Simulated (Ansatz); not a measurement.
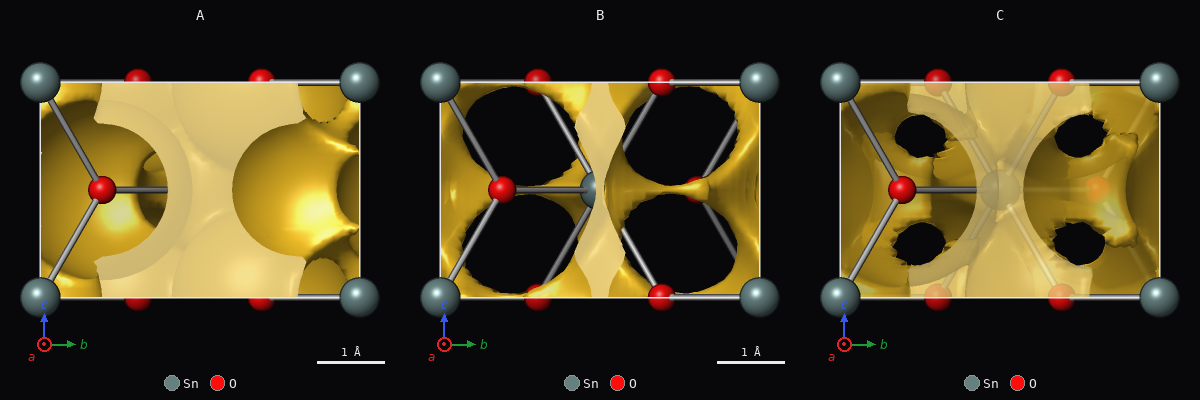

Three surfaces of the space that a probe's centre can reach in SnO2 (P4_2/mnm), computed for probe radii of 0.10, 0.20, 0.40 Å, in shuffled order. Pale faces close the region where the drawn box cuts it.

Atoms are hard spheres with Shannon crystal radii (six-coordinate where tabulated): Sn 0.83 Å, O 1.26 Å.

Origin of the cell: the geometry relaxed with Ansatz 0.2.0, DFT PBE+D3(BJ), scalar-relativistic, plane waves, PAW.

Space group P4_2/mnm (No. 136). a = 4.793 Å, b = 4.793 Å, c = 3.230 Å, α = 90.00°, β = 90.00°, γ = 90.00°
| atom | site | symmetry | x | y | z |
| --- | --- | --- | --- | --- | --- |
| Sn | 2a | m.mm | 0.5000 | 0.5000 | 0.5000 |
| O | 4f | m.2m | 0.1938 | 0.8062 | 0.5000 |

Which panel belongs to which radius, and what does each show?

Answer. A: 0.10 Å, a three-dimensional network, 36 % of the volume. C: 0.20 Å, a three-dimensional network, 23 % of the volume. B: 0.40 Å, a three-dimensional network, 5.2 % of the volume. The larger the probe, the smaller the space left to it.
